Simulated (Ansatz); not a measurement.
# Decaying states in the gap of TeH3Br, part 3 of 3

A new crystal, TeH3Br: structure, gap and complex bands. It is built by putting Te for O in the H3BrO structure of space group Cm, with the volume rescaled by atomic radii. The parent structure comes from the Materials Project.

Ansatz 0.2.0; PBE DFT, plane waves, PAW files (the session's first sound run).

So far, gap on path (eV): step 3 (band edges, PBE) 3.43; step 6 (r2SCAN, cutoff 500 eV) 3.84.

The structure was built from a prototype and need not be the compound's stable phase.

**7. Complex bands at another level, cutoff 500 eV**

This step: r2SCAN DFT, plane waves, PAW files; complex bands by layer matching along the plane's normal (Ansatz 0.2.0).

The complex bands at that level, over its own gap, at (0, 0) and (-0.5, -0.5).

Input file input.yaml:

```yaml
crystal:
  lattice:
    - [5.71485489, 0.0, 0.0]
    - [0.0, 4.995433548, 0.0]
    - [2.857427445, 1.725318959, 3.716677954]
  atoms:
    - { symbol: H, position: [0.7186590621, 0.7117831246, 0.5626818758] }
    - { symbol: H, position: [0.7188276654, 0.2855045619, 0.988786656] }
    - { symbol: H, position: [0.2923856786, 0.2855045619, 0.988786656] }
    - { symbol: Br, position: [0.039831774, 0.96444289, 0.920336452] }
    - { symbol: Te, position: [0.48887782, 0.5153058616, 0.02224436] }
kpoints:
  mp_grid: { grid: [6, 6, 6] }
scf:
  occupations: { method: fixed }
hamiltonian:
  xc: r2scan
output:
  eigenvalues: true
  transmission:
    leads: [[0, 0]]
    kpoints: [[0.0, 0.0], [-0.5, -0.5]]
    e_range: [-1.0, 4.84]
    de: 0.12
```

Command:

```bash
$ ansatz run input.yaml --threads 2 --pin off --max-ram 4096MiB --backend cpu --events-out ev --progress --plain --runs-dir out
```

Numbers of over 12 decimals in the logs are rounded to 6 here.

Output:

```text
[...]
Crystal: 5 atoms, lattice volume = 106.104 Å³
Basis set: ecut = 500 eV, 2677 PW (Γ), exchange–correlation on 180×160×160 points (64 copies of the dense FFT grid, shifted against one another)
Bands: 18, of which v1, the nominal top of the filled ones, is band 13 counted from 1 (12 counted from 0)
Symmetry: 2 space group operations
[...]
k-points: 68 of 216 (time reversal used)
[...]
SCF iter   1: F=—  HF=-9835.534813 eV  |F-HF|=—  |Δ(HF+E_count)|=         —  Δρ=5.33e-3  dr2=8.64e-2  dr2_τ=1.08e-2  ethr=1.77e-3  ⟨swp⟩=5.0  Hψ=5817  notcnv=0  defer=202
[...]
SCF iter   7: F=-9835.473574 eV  HF=-9835.473574 eV  |F-HF|=3.34e-9  |Δ(HF+E_count)|=   2.17e-7  Δρ=3.14e-6  dr2=1.38e-8  dr2_τ=4.78e-10  ethr=3.85e-10  ⟨swp⟩=10.0  Hψ=6159  notcnv=0
SCF 1 converged in 7 iterations: F = -9835.473574 eV  dr2 = 1.38e-8
[...]
transmission: 6 of 12 steps passed
transmission: 12 of 12 steps passed
SCF converged after 7 iterations
Free energy (F): -9835.473574 eV
[...]
Internal energy: -9835.473574 eV  (E = F + TS)
E sigma→0 (E₀):  -9835.473574 eV
Fermi energy:    1.233374 eV
[...]
--- Band table (eV; the first three rows and the last of 68) ---
  k-point 0: bands = [... 9 lower, -1.6018, 0.6789, 0.7873, 0.7883, 5.0753, 5.0756, 5.4994, 7.4852, ... 1 higher]
  k-point 1: bands = [... 9 lower, -1.6759, 0.0276, 0.7733, 0.8258, 5.1295, 5.3777, 6.5643, 7.4680, ... 1 higher]
  k-point 2: bands = [... 9 lower, -2.1519, 0.3664, 0.8534, 0.9068, 5.2597, 5.4808, 6.9161, 7.5820, ... 1 higher]
  k-point 67: bands = [... 9 lower, -2.2419, 0.1661, 0.9401, 1.1770, 5.1104, 5.9838, 7.1302, 7.8531, ... 1 higher]
--- Transmission ---
  basis      : 295 plane waves across, 6 finite elements along
  points     : 2, as listed
[...]
crystal 0  : H3Br1Te1, at the sites [0, 0], period 3.7167 Å: whole cells are its period
[...]
channels       : 0.000000e0 a spin
[...]
slowest decay  : 0.2322 /Å at (0.0000, 0.0000)
```

Wall time 34 s (2 threads of Intel Xeon 6975P-C (Granite Rapids), shared host); peak memory 0.99 GiB; 55 s of CPU time.

This step gave:

| Property | Result |
| --- | --- |
| level to which the leads are filled | 1.920 eV from the Fermi level |
| decay constant at the filling level, zone centre | 0.2322 Å⁻¹ |
| decay constant at the filling level, slowest listed point | 0.2322 Å⁻¹ |

K parallel (0, 0); values up to 1.5 1/Å, a degenerate pair printed once or twice; energies at which all values exceed this have no row. Im kz of the slowest decaying states against energy, zero at the highest filled level on the SCF mesh:

```
energy (eV)  decay 1 (Å⁻¹)  decay 2 (Å⁻¹)  decay 3 (Å⁻¹)  decay 4 (Å⁻¹)
     -1.000          0.762          0.782          0.872           1.10
     -0.520         0.0841          0.237          0.368          0.691
     -0.040          0.155          0.510          0.613          0.715
      0.440          0.161          0.201          0.699          0.716
      1.040          0.217          0.227          0.705          0.738
      1.520          0.234          0.237          0.690          0.736
      2.000          0.231          0.242          0.669          0.747
      2.480          0.218          0.235          0.643          0.680
      2.960          0.193          0.213          0.581          0.618
      3.440          0.148          0.164          0.459          0.508
      4.040          0.167          0.427          0.535          0.657
      4.520          0.193          0.408          0.488          0.584
```

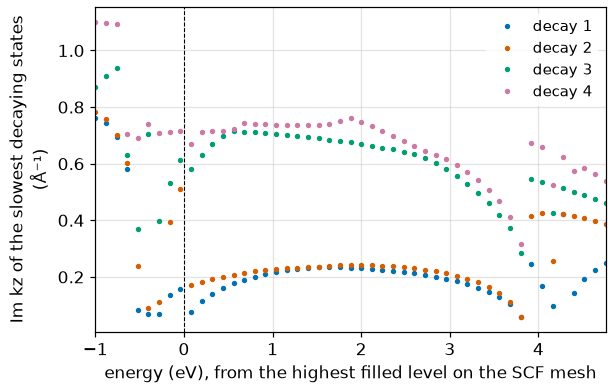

Im kz of the slowest decaying states, plotted against energy.

K parallel (-0.5, -0.5); values up to 1.5 1/Å, a degenerate pair printed once or twice; energies at which all values exceed this have no row. Table of Im kz of the slowest decaying states by energy, zero at the highest filled level on the SCF mesh:

```
energy (eV)  decay 1 (Å⁻¹)  decay 2 (Å⁻¹)  decay 3 (Å⁻¹)  decay 4 (Å⁻¹)
     -1.000          0.618          0.875           1.25              -
     -0.520          0.448          0.748           1.21              -
     -0.040          0.173          0.704           1.17              -
      0.440          0.198          0.571          0.704           1.12
      1.040          0.237          0.619          0.768           1.05
      1.520          0.249          0.604          0.806          0.991
      2.000          0.250          0.582          0.816          0.933
      2.480          0.241          0.557          0.780          0.893
      2.960          0.219          0.541          0.676          0.876
      3.440          0.176          0.516          0.863           1.42
      4.040         0.0718          0.305          0.448          0.842
      4.520          0.291          0.524          0.819           1.31
```

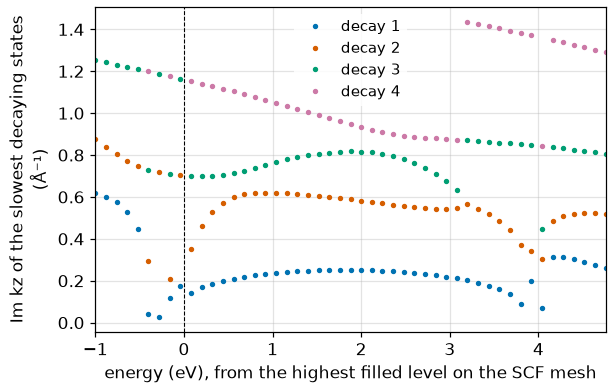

Im kz of the slowest decaying states against energy.

At the listed wavevectors the last open channel is at -0.04 eV and the next at +3.92 eV on the grid. At +1.88 eV, the grid energy nearest the filling level (the middle of the gap on the SCF mesh), the slowest state at the listed wavevectors decays with κ = 0.232 Å⁻¹, its amplitude falling by e over 4.3 Å; the first such run, plane (100), gave 0.221 Å⁻¹.

**8. Results**

| Quantity | Value |
| --- | --- |
| band gap | 3.43 eV |
| least decay constant at mid-gap, normal to (100) | 0.221 Å⁻¹ |
| least decay constant at mid-gap, normal to (001) | 0.316 Å⁻¹ |
| least decay constant, r2SCAN | 0.232 Å⁻¹ |

In words: With PBE, the slowest decay at the wavevectors tried is κ = 0.221 Å⁻¹, normal to (100). Through such a film the transmission near mid-gap falls as exp(−2κd), a factor of ten every 5.2 Å. The decay depends on direction: 1.4 times faster normal to (001). A free electron under a barrier of half the gap would need a mass of 0.11 mₑ to decay at this rate. With r2SCAN the gap goes from 3.43 to 3.84 eV and the decay constant, over the first 2 listed wavevectors, from 0.221 to 0.232 Å⁻¹. The compound is made up by substitution; its stability against other phases and against distortions of the cell's symmetry was not tested. A semilocal functional narrows gaps, while spin-orbit coupling, left out here, narrows them in compounds of heavy elements, so the error in κ can go either way.

[Logs are printed without paths, hosts, clocks, repeated set-up lines and the standing remarks that a program may print on its own settings, such as how far it seeks lower states.]

[Hosts, paths, dates, database ids (printed as entryN), source tags and the programs' standing remarks are cut or masked in the printed files.]

[New means built here by substitution; the compound itself may be known and measured.]
